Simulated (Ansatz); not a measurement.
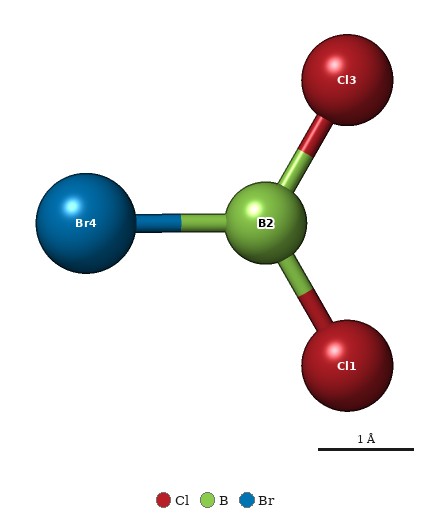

Figure 1. The structure as given in the input (ball-and-stick view, seen on its broad side; atoms are numbered from 1 in the order of the input). Bond lengths as drawn: B–Br 1.90 Å and B–Cl 1.73 Å.

# BBrCl2: one change and its effect

System: BBrCl2.
Method of run A: RKS wB97M-V/def2-SVP (Ansatz 0.2.0).

The geometry comes from this level: PBE0-D4/def2-TZVP. Text and figures count atoms from 1; the logs count them from 0 in places.

**The input, run A**
```yaml
crystal:
  periodic: [false, false, false]
  atoms:
    - {symbol: Cl, position_ang: [0.582081, 0.666012, 1.510832]}
    - {symbol: B, position_ang: [0.037173, -0.038137, 0.022069]}
    - {symbol: Cl, position_ang: [0.444343, -1.679190, -0.365643]}
    - {symbol: Br, position_ang: [-1.008097, 0.991114, -1.187559]}
basis:
  gaussian: {orbitals: def2-SVP}
hamiltonian: {xc: {name: wB97M-V}}
output: {orbitals: {seedname: orbitals}}
```

Hardware: 2 CPU threads, shared host.

**Output (run A)**
```
Functional definition: wB97M-V
  parameter omega = 0.3/bohr
  parameter cx = 0.15
  parameter cx01 = 1.007
  parameter cx10 = 0.259
  parameter css00 = 0.443
  parameter css04 = -1.437
  parameter css10 = -4.535
  parameter css20 = -3.390
  parameter css43 = 4.278
  parameter cos00 = 1.000
  parameter cos10 = 1.358
  parameter cos20 = 2.924
  parameter cos21 = -8.812
  parameter cos60 = -1.390
  parameter cos61 = 9.142
  parameter b = 6.0
  parameter c = 0.01
  gx(w, u) = 1 - cx + cx01*u + cx10*w
  gss(w, u) = css00 + css04*u^4 + css10*w + css20*w^2 + css43*w^4*u^3
  gos(w, u) = cos00 + cos10*w + (cos20 + cos21*u)*w^2 + (cos60 + cos61*u)*w^6
  exchange = spin_sum(e_x_unif_sr(omega)*gx(b97_w, b97_u_x)) + cx*exact_x_sr(omega) + exact_x_lr(omega)
  correlation = spin_sum(e_c_pw_mod_same_spin*gss(b97_w, b97_u_same))
      + integral(e_c_pw_mod_opposite_spin*gos(b97_w_opposite, b97_u_opposite)) + vv10(b, c)
771 factors; integrals over basis functions are off by at most 8.9e-4 eV
162 factors; integrals over basis functions are off by at most 6.8e-6 eV
mean field evaluation 1: about -95748.3271 eV, gradient 1.6e1 eV
mean field evaluation 2: about -95748.6040 eV, gradient 1.5e1 eV
mean field evaluation 4: about -95749.1873 eV, gradient 4.9e-1 eV
mean field evaluation 8: about -95749.2407 eV, gradient 6.6e-3 eV
mean field evaluation 16: about -95749.2407 eV, gradient 2.1e-5 eV
mean field -95749.24072553 eV, -3518.7196954970 hartree, gradient 2.1e-5 eV, S^2 0.000000; 0 other end points of the search recorded, 0 dependent functions left out
reference -95749.24075255 eV, -3518.7196964900 hartree; 37, 37 occupied and 45, 45 virtual orbitals, 771 factors
Total energy: -95749.24075255 eV, -3518.7196964900 hartree
```

The input of run B differs as follows (lines with − go, lines with + come):
```diff
-  gaussian: {orbitals: def2-SVP}
+  gaussian: {orbitals: "def2-QZVPP.json"}
```

How does run B compare with run A?

The total energy of run B is 452.7 kcal/mol lower, which measures the change of basis and not a stability. The HOMO goes from −10.70 to −10.90 eV. The LUMO goes from 0.59 to 0.20 eV. The basis functions go from 82 to 286.

**Output (run B)**
```
Functional definition: wB97M-V
  parameter omega = 0.3/bohr
  parameter cx = 0.15
  parameter cx01 = 1.007
  parameter cx10 = 0.259
  parameter css00 = 0.443
  parameter css04 = -1.437
  parameter css10 = -4.535
  parameter css20 = -3.390
  parameter css43 = 4.278
  parameter cos00 = 1.000
  parameter cos10 = 1.358
  parameter cos20 = 2.924
  parameter cos21 = -8.812
  parameter cos60 = -1.390
  parameter cos61 = 9.142
  parameter b = 6.0
  parameter c = 0.01
  gx(w, u) = 1 - cx + cx01*u + cx10*w
  gss(w, u) = css00 + css04*u^4 + css10*w + css20*w^2 + css43*w^4*u^3
  gos(w, u) = cos00 + cos10*w + (cos20 + cos21*u)*w^2 + (cos60 + cos61*u)*w^6
  exchange = spin_sum(e_x_unif_sr(omega)*gx(b97_w, b97_u_x)) + cx*exact_x_sr(omega) + exact_x_lr(omega)
  correlation = spin_sum(e_c_pw_mod_same_spin*gss(b97_w, b97_u_same))
      + integral(e_c_pw_mod_opposite_spin*gos(b97_w_opposite, b97_u_opposite)) + vv10(b, c)
1413 factors; their error is unknown
194 factors; integrals over basis functions are off by at most 3.6e-5 eV
mean field evaluation 1: about -95768.0631 eV, gradient 1.5e1 eV
mean field evaluation 2: about -95768.4105 eV, gradient 1.3e1 eV
mean field evaluation 4: about -95768.7508 eV, gradient 8.2e-1 eV
mean field evaluation 8: about -95768.8728 eV, gradient 2.6e-1 eV
mean field evaluation 16: about -95768.8729 eV, gradient 7.8e-6 eV
mean field -95768.87286915 eV, -3519.4411634676 hartree, gradient 7.8e-6 eV, S^2 0.000000; 0 other end points of the search recorded, 0 dependent functions left out
reference -95768.87291157 eV, -3519.4411650267 hartree; 37, 37 occupied and 249, 249 virtual orbitals, 1413 factors
Total energy: -95768.87291157 eV, -3519.4411650267 hartree
```

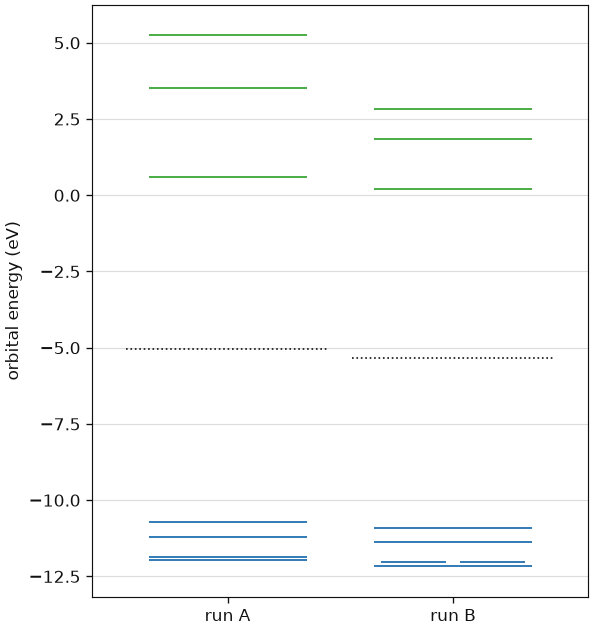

Figure 2. The five highest filled and three lowest empty orbital energies of the two runs; the dotted lines part filled from empty levels. The HOMO–LUMO gap is 11.30 eV in run A and 11.10 eV in run B.

**The two runs side by side**

| quantity | run A | run B |
| --- | --- | --- |
| outcome | converged | converged |
| total energy (hartree) | −3518.719696 | −3519.441165 |
| HOMO (eV) | −10.70 | −10.90 |
| LUMO (eV) | 0.59 | 0.20 |
| basis functions | 82 | 286 |
| wall time (shared host) | 3.6 s | 16 s |
